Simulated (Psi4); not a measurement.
# SiNH3ClO (SMILES [NH][SiH](O)Cl): UB3LYP/6-31G(d) (Cartesian functions)

Aim: the vertical ionisation energy of SiNH3ClO at UB3LYP/6-31G* (Cartesian functions), from 2 runs. 

Program for the calculation: Psi4 1.11.

5 further runs of the same task are left out: 4 that didn't finish, 1 set aside as unsound or not needed.

## Step 1: The system as given

SiNH3ClO has 7 atoms, charge 0, and is taken as a doublet. SMILES: `[NH][SiH](O)Cl`. The coordinates come from a PBE0-D4/def2-TZVP relaxation. This is one conformer, not always the lowest.

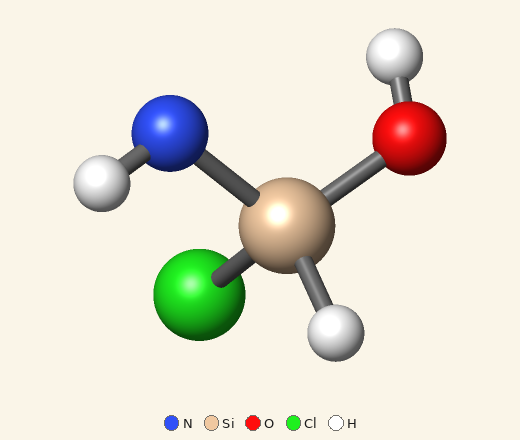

Viewed from a chosen angle; nitrogen blue, silicon light orange, oxygen red, chlorine green, hydrogen white.

## Step 2: Energy and gradient at UB3LYP/6-31G(d) (Cartesian functions)

Contents of clh3nosi.xyz:

```xyz
7
ClH3NOSi
N     -0.309900     1.111500    -0.879100
Si    -0.073900    -0.114300     0.330400
O      1.465600    -0.630300     0.304800
Cl    -1.390000    -1.593900    -0.221000
H     -1.151500     1.677300    -0.756300
H     -0.348600     0.280200     1.724700
H      1.869600    -0.798400    -0.549200
```

Contents of run.py:

```python
import numpy as np
from ase.calculators.psi4 import Psi4
from ase.io import read

atoms = read('clh3nosi.xyz')
calc = Psi4(atoms=atoms, method='b3lyp', basis='6-31G*', memory='2200MB', num_threads=1, charge=0, multiplicity=2, label='psi4-calc', reference='uks')
calc.psi4.set_options({'puream': False, 'e_convergence': 1e-09, 'd_convergence': 1e-08, 'scf_type': 'pk', 'dft_radial_points': 99, 'dft_spherical_points': 590, 'maxiter': 100})
atoms.calc = calc

forces = atoms.get_forces()
print(f'energy: {atoms.get_potential_energy():.6f} eV')
print('forces / eV A^-1')
print(np.round(forces, 5))
```

Launch:

```console
python run.py
```

psi4-calc.dat:

```text
[...]
  Running in c1 symmetry.
[...]
  Nuclear repulsion =  216.933065285409384
[...]
  Multiplicity = 2
[...]
  Nalpha       = 25
  Nbeta        = 24
[...]
    Number of basis functions: 74
[...]
   @UKS iter   1:  -880.99611683090598    3.21664e-02   1.36809e-02 ADIIS/DIIS
[...]
   @UKS iter  17:  -881.50750762352266    3.41061e-13   1.86923e-09 DIIS
[...]
   @S^2 Observed:                7.529634115E-01
[...]
    Orbital Energies [Eh]
    ---------------------
    Alpha Occupied:
       1A   -101.541259     2A    -66.201936     3A    -19.173814
       4A    -14.370636     5A     -9.460902     6A     -7.222046
       7A     -7.216360     8A     -7.215985     9A     -5.344956
      10A     -3.705595    11A     -3.703464    12A     -3.702358
      13A     -1.030206    14A     -0.864688    15A     -0.827428
      16A     -0.583994    17A     -0.501304    18A     -0.449180
      19A     -0.418438    20A     -0.382766    21A     -0.359861
      22A     -0.342403    23A     -0.330425    24A     -0.317909
      25A     -0.305817
    Alpha Virtual:
[...]
  @UKS Final Energy:  -881.50750762352266
   => Energetics <=
    Nuclear Repulsion Energy =            216.9330652854093842
    One-Electron Energy =               -1648.3168044785711572
    Two-Electron Energy =                 602.9891527136065861
    DFT Exchange-Correlation Energy =     -53.1129211439674478
    Empirical Dispersion Energy =           0.0000000000000000
    VV10 Nonlocal Energy =                  0.0000000000000000
    Total Energy =                       -881.5075076235226561
[...]
 Multipole Moments:
 ------------------------------------------------------------------------------------
     Multipole            Electronic (a.u.)      Nuclear  (a.u.)        Total (a.u.)
 ------------------------------------------------------------------------------------
 L = 1.  Multiply by 2.5417464519 to convert [e a0] to [Debye]
 Dipole X            :         -2.2469908            2.2495956            0.0026048
 Dipole Y            :         -3.1162436            3.5833792            0.4671355
 Dipole Z            :         -0.7627549            0.7165335           -0.0462214
 Magnitude           :                                                    0.4694239
[...]
  -Total Gradient:
     Atom            X                  Y                   Z
    ------   -----------------  -----------------  -----------------
       1       -0.002180070823    -0.002522579456     0.005207689102
       2        0.003726164088    -0.006399683620    -0.006324331568
       3       -0.008432875008     0.002571100568    -0.008073239332
       4        0.006859525753     0.007480797709     0.002181199187
       5        0.003492468091    -0.002988519866     0.000011218162
       6        0.000146599014     0.000561206885    -0.000715676080
       7       -0.003600541438     0.001287977021     0.007714423574
[...]
```

The script printed:

```text
energy: -23987.041073 eV
forces / eV A^-1
[[ 0.1121   0.12972 -0.26779]
 [-0.19161  0.32908  0.32521]
 [ 0.43364 -0.13221  0.41514]
 [-0.35273 -0.38468 -0.11216]
 [-0.17959  0.15368 -0.00058]
 [-0.00754 -0.02886  0.0368 ]
 [ 0.18515 -0.06623 -0.39669]]
```

Run time: 22 s. Hardware: 1 thread of INTEL XEON PLATINUM 8581C at 2.30GHz (Emerald Rapids), shared host; peak memory 1 GiB.

## Step 3: The singlet cation at the same level

Contents of job.dat:

```
memory 2200 mb

molecule mol {
  1 1
  N
  Si 1 r2
  O 2 r3 1 a3
  Cl 2 r4 3 a4 1 d4
  H 1 r5 2 a5 3 d5
  H 2 r6 3 a6 1 d6
  H 3 r7 2 a7 6 d7

  r2 = 1.738152
  r3 = 1.623875
  a3 = 109.98931
  r4 = 2.055572
  a4 = 111.96506
  d4 = 114.5343
  r5 = 1.021518
  a5 = 114.7605
  d5 = -162.93405
  r6 = 1.474843
  a6 = 106.05017
  d6 = -126.59771
  r7 = 0.959578
  a7 = 117.95891
  d7 = -170.42345
  symmetry c1
  no_reorient
  no_com
}

set globals {
  basis 6-31G*
  reference rks
  puream false
  e_convergence 1e-09
  d_convergence 1e-08
  scf_type pk
  dft_radial_points 99
  dft_spherical_points 590
}

e_tot, wfn = gradient('b3lyp', return_wfn=True)
```

Launch:

```console
psi4 -n 1 job.dat job.out
```

job.out:

```text
[...]
  Running in c1 symmetry.
[...]
  Nuclear repulsion =  216.933092568797576
[...]
  Multiplicity = 1
[...]
  Nalpha       = 24
  Nbeta        = 24
[...]
    Number of basis functions: 74
[...]
   @RKS iter   1:  -880.59755716768370    4.30727e-01   1.32461e-02 ADIIS/DIIS
[...]
   @RKS iter  18:  -881.09416322546974   -3.41061e-13   4.44380e-09 DIIS
[...]
    Orbital Energies [Eh]
    ---------------------
    Doubly Occupied:
       1A   -101.806897     2A    -66.439957     3A    -19.404468
       4A    -14.705309     5A     -9.724044     6A     -7.486097
       7A     -7.480616     8A     -7.477066     9A     -5.584324
      10A     -3.944671    11A     -3.943537    12A     -3.940965
      13A     -1.252542    14A     -1.136387    15A     -1.076983
      16A     -0.815704    17A     -0.758622    18A     -0.690280
      19A     -0.644507    20A     -0.605559    21A     -0.599320
      22A     -0.579475    23A     -0.561014    24A     -0.558026
[...]
  @RKS Final Energy:  -881.09416322546974
   => Energetics <=
    Nuclear Repulsion Energy =            216.9330925687975764
    One-Electron Energy =               -1635.9757791303395607
    Two-Electron Energy =                 590.7378215044432181
    DFT Exchange-Correlation Energy =     -52.7892981683708697
    Empirical Dispersion Energy =           0.0000000000000000
    VV10 Nonlocal Energy =                  0.0000000000000000
    Total Energy =                       -881.0941632254697424
[...]
 Multipole Moments:
 ------------------------------------------------------------------------------------
     Multipole            Electronic (a.u.)      Nuclear  (a.u.)        Total (a.u.)
 ------------------------------------------------------------------------------------
 L = 1.  Multiply by 2.5417464519 to convert [e a0] to [Debye]
 Dipole X            :         -2.9693807            3.5564486            0.5870678
 Dipole Y            :          1.9014883           -1.6725462            0.2289420
 Dipole Z            :          0.5573140           -1.7230685           -1.1657545
 Magnitude           :                                                    1.3251591
[...]
  -Total Gradient:
     Atom            X                  Y                   Z
    ------   -----------------  -----------------  -----------------
       1        0.021472947752    -0.002124844056     0.006238987272
       2       -0.017742053469     0.006015190159    -0.045940737974
       3       -0.008207359421    -0.006514665476     0.005322810916
       4        0.004369340854    -0.001364888648     0.016150988238
       5       -0.009170047284    -0.008952615235     0.010963913281
       6       -0.000595361075    -0.003086821846     0.006000162256
       7        0.009870787230     0.016017440150     0.001273401098
[...]
```

It took 15 s on 1 thread of INTEL XEON PLATINUM 8581C at 2.30GHz (Emerald Rapids), shared host; peak memory 0.98 GiB.

## Step 4: Summary of results

Level: UB3LYP/6-31G* (Cartesian functions).

| quantity | value |
| --- | --- |
| doublet SiNH3ClO: total energy | -881.50751 Eh |
| doublet SiNH3ClO: dipole moment | 1.19 D |
| doublet SiNH3ClO: HOMO energy (highest over α and β) | -7.88 eV |
| doublet SiNH3ClO: LUMO energy (lowest over α and β) | -4.00 eV |
| doublet SiNH3ClO: ⟨S²⟩ | 0.753 |
| doublet SiNH3ClO: largest force on an atom | 0.615 eV/Å |
| singlet cation: total energy | -881.09416 Eh |
| singlet cation: HOMO energy | -15.18 eV |
| singlet cation: LUMO energy | -13.45 eV |
| singlet cation: HOMO–LUMO gap | 1.74 eV |
| singlet cation: largest force on an atom | 2.551 eV/Å |
| vertical ionisation energy (to the singlet cation) | 11.248 eV |

What this shows: Removing an electron at fixed nuclei costs 11.25 eV (1085 kJ/mol). The largest force (doublet SiNH3ClO) is 0.61 eV/Å: the shape isn't a stationary point for this species at this level. Only the singlet of the ionised species was computed; a triplet could lie lower.
